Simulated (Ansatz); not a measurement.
**CrCl3: a changed input and its effect**

System: CrCl3, multiplicity 2.
Method of run 1: UKS B3LYP-D4/def2-SVP (Ansatz 0.2.0).

The geometry: B3LYP-D4/def2-SVP start. Text and figures count atoms from 1; the logs count them from 0 in places.

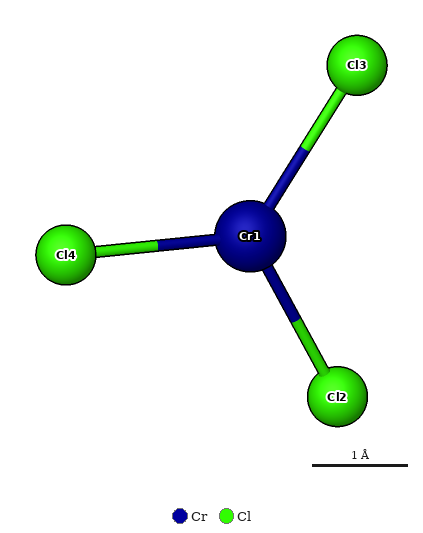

The starting structure (ball-and-stick view, seen at a tilt; atoms are numbered from 1 in the order of the input). Sticks mark near contacts.

The input, run 1:
```yaml
crystal:
  periodic: [false, false, false]
  atoms:
    - {symbol: Cr, position_ang: [0.000251, -0.000470, -0.065037]}
    - {symbol: Cl, position_ang: [2.138736, -0.025913, 0.034066]}
    - {symbol: Cl, position_ang: [-1.046549, 1.865691, 0.005221]}
    - {symbol: Cl, position_ang: [-1.092438, -1.839308, 0.025750]}
basis:
  gaussian: {orbitals: def2-SVP}
magnetization: {spin_polarized: true, initial_magnetization: 1}
hamiltonian: {xc: {name: B3LYP}, dispersion: d4}
scf: {omitted_lower_state_checks: [starts]}
output: {orbitals: {seedname: orbitals}}
relax: {f_tol: 0.02, max_steps: 100}
```

Command:
```bash
ansatz run in.yaml --threads 2 --pin off --events-out ev --progress --plain --max-ram 4352MiB
```

Hardware: 2 threads of AMD EPYC, 163 GiB of memory available, shared host.

Output, shortened to warnings, some set-up lines, iterations and results (run 1):
```
[...]
mean field evaluation 1: about -65971.2313 eV, gradient 3.9e1 eV
mean field evaluation 2: about -65893.7601 eV, gradient 1.0e2 eV
mean field evaluation 4: about -65968.3122 eV, gradient 4.9e1 eV
mean field evaluation 8: about -65978.0912 eV, gradient 1.0e0 eV
mean field evaluation 16: about -65978.4630 eV, gradient 1.9e-2 eV
relax step   1: F+E_penalty+E_count = -65978.72321441 eV  Δ(F+E_penalty+E_count) = +0.000e0 eV  max|allowed force component| = 2.156e-1 eV/Å  Δτ_max = 0.0000 Å  (197 SCF …
mean field evaluation 32: about -65978.4657 eV, gradient 1.1e-1 eV
relax step   2: F+E_penalty+E_count = -65978.72757595 eV  Δ(F+E_penalty+E_count) = -4.362e-3 eV  max|allowed force component| = 3.427e-2 eV/Å  Δτ_max = 0.0111 Å  (88 SCF …
relax step   3: F+E_penalty+E_count = -65978.72792746 eV  Δ(F+E_penalty+E_count) = -3.515e-4 eV  max|allowed force component| = 2.230e-2 eV/Å  Δτ_max = 0.0076 Å  (129 SCF …
mean field evaluation 64: about -65978.4668 eV, gradient 8.0e-6 eV
relax step   4: F+E_penalty+E_count = -65978.72866429 eV  Δ(F+E_penalty+E_count) = -7.368e-4 eV  max|allowed force component| = 3.967e-3 eV/Å  Δτ_max = 0.0424 Å  (141 SCF …
these checks for a lower state are left out or cut short: starts
921 factors; integrals over basis functions are off by at most 2.8e-4 eV
mean field -65978.46680411 eV, -2424.6639332400 hartree, gradient 1.0e-7 eV, S^2 1.759368; 0 other end points of the search recorded, 0 dependent functions left out
the calculation of the forces begins
reference -65978.46711204 eV, -2424.6639445562 hartree; 38, 37 occupied and 47, 48 virtual orbitals, 921 factors
Total energy: -65978.72897222 eV, -2424.6735677402 hartree
Atom 0 at     0.000094    -0.000018    -0.010008 Å, force    -0.000321    -0.000164     0.003967 eV/Å
Atom 1 at     2.127407    -0.026154     0.015655 Å, force     0.000426     0.000105    -0.001320 eV/Å
Atom 2 at    -1.041130     1.855418    -0.013036 Å, force    -0.000001     0.000437    -0.001325 eV/Å
Atom 3 at    -1.086371    -1.829246     0.007389 Å, force    -0.000104    -0.000377    -0.001322 eV/Å
Dipole moment:     0.000071    -0.000037    -0.009587 e Å
Checks for a lower state left out: starts
```

For run 2 the input was changed thus:
```diff
-magnetization: {spin_polarized: true, initial_magnetization: 1}
+total_charge: 1
+magnetization: {spin_polarized: true, initial_magnetization: 2}
```

What does this change do to the results?

The total energies belong to different systems, so their difference says nothing on which is more stable or more accurate. The HOMO goes from −7.98 to −14.40 eV. The LUMO goes from −4.39 to −12.29 eV.

Output, shortened to warnings, some set-up lines, iterations and results (run 2):
```
[...]
mean field evaluation 1: about -65937.2756 eV, gradient 9.7e1 eV
mean field evaluation 2: about -65800.4501 eV, gradient 1.3e2 eV
mean field evaluation 4: about -65660.3363 eV, gradient 2.3e2 eV
mean field evaluation 8: about -65968.8208 eV, gradient 5.2e-1 eV
mean field evaluation 16: about -65968.8616 eV, gradient 3.4e-2 eV
[... 10 lines ...]
mean field evaluation 128: about -65969.0034 eV, gradient 1.3e-5 eV
relax step   8: F+E_penalty+E_count = -65969.25830301 eV  Δ(F+E_penalty+E_count) = -1.182e-6 eV  max|allowed force component| = 5.864e-2 eV/Å  Δτ_max = 0.0449 Å  (115 SCF …
relax step   9: F+E_penalty+E_count = -65969.25899817 eV  Δ(F+E_penalty+E_count) = -6.952e-4 eV  max|allowed force component| = 2.987e-2 eV/Å  Δτ_max = 0.0455 Å  (87 SCF …
mean field evaluation 160: about -65969.0044 eV, gradient 3.3e-6 eV
relax step  10: F+E_penalty+E_count = -65969.25910262 eV  Δ(F+E_penalty+E_count) = -1.045e-4 eV  max|allowed force component| = 1.476e-2 eV/Å  Δτ_max = 0.0180 Å  (84 SCF …
these checks for a lower state are left out or cut short: starts
921 factors; integrals over basis functions are off by at most 2.6e-4 eV
mean field -65969.00435803 eV, -2424.3161947604 hartree, gradient 3.3e-6 eV, S^2 2.155150; 0 other end points of the search recorded, 0 dependent functions left out
the calculation of the forces begins
reference -65969.00467305 eV, -2424.3162063370 hartree; 38, 36 occupied and 47, 49 virtual orbitals, 921 factors
Total energy: -65969.25941764 eV, -2424.3255680282 hartree
Atom 0 at    -0.025368    -0.050154     0.010057 Å, force     0.005005     0.008967    -0.000716 eV/Å
Atom 1 at     2.041219     0.053814     0.006767 Å, force    -0.014514    -0.008184     0.000206 eV/Å
Atom 2 at    -0.928951     1.811806    -0.014936 Å, force    -0.000033    -0.014765     0.000305 eV/Å
Atom 3 at    -1.086900    -1.815466    -0.001888 Å, force     0.009542     0.013982     0.000204 eV/Å
Dipole moment:    -0.066356    -0.126198     0.008243 e Å
Checks for a lower state left out: starts
```

The two runs side by side:

| quantity | run 1 | run 2 |
| --- | --- | --- |
| outcome | converged | converged |
| total energy (hartree) | −2424.673568 | −2424.325568 |
| HOMO (eV) | −7.98 | −14.40 |
| LUMO (eV) | −4.39 | −12.29 |
| dipole moment (D) | 0.05 | – |
| ⟨S²⟩ | 1.759 | 2.155 |
| largest force (eV/Å) | 0.004 | 0.017 |
| basis functions | 85 | 85 |
| wall time (shared host) | 86 s | 1.9 min |

For run 1: ⟨S²⟩ is 1.76 against 0.75 for a pure state: the solution is spin-contaminated.
